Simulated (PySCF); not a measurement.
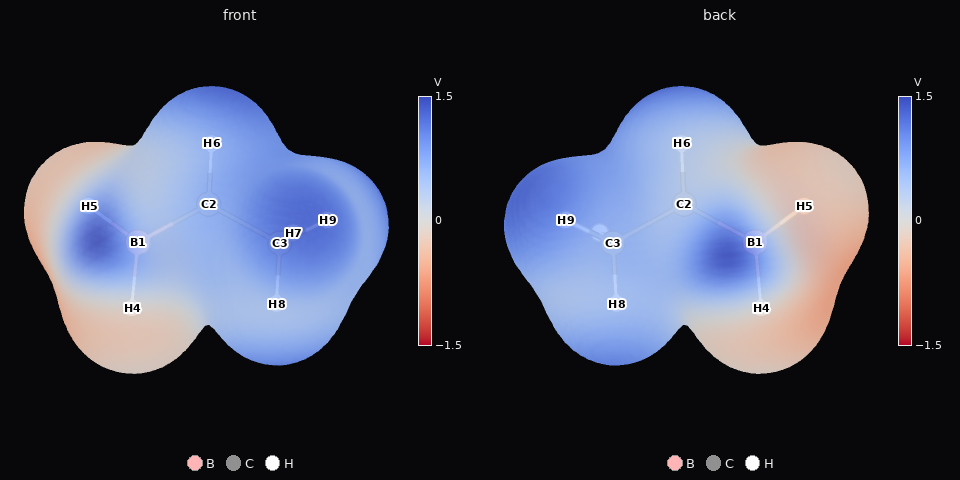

The picture shows: C₂H₆B (doublet). The electrostatic potential painted on the density surface at 0.004 e/bohr³, seen from the front and from behind; the colour scale runs from red (negative) to blue (positive).

Geometry: GFN2-xTB.

The calculation used UKS B3LYP, pcH-1 on B C H, non-relativistic, mean-field spin-orbit, GIAO (PySCF 2.14.0, density-fitted response routines).

```xyz
9

B     1.4481   -0.0190   -0.3502
C     0.2144   -0.2104    0.4958
C    -1.1679    0.1221    0.0924
H     1.3921    0.6101   -1.3384
H     2.4666   -0.4970   -0.0215
H     0.2773   -0.6194    1.4993
H    -1.5868    0.8722    0.7709
H    -1.2123    0.5009   -0.9255
H    -1.8179   -0.7535    0.1793
```

Question: Which sites attract a positive test charge, and which a negative one?

Answer: A positive charge is drawn to the negative regions and a negative charge to the positive ones. The most negative region (about −0.6 V) lies over H5, the most positive (about +1.4 V) over B1.
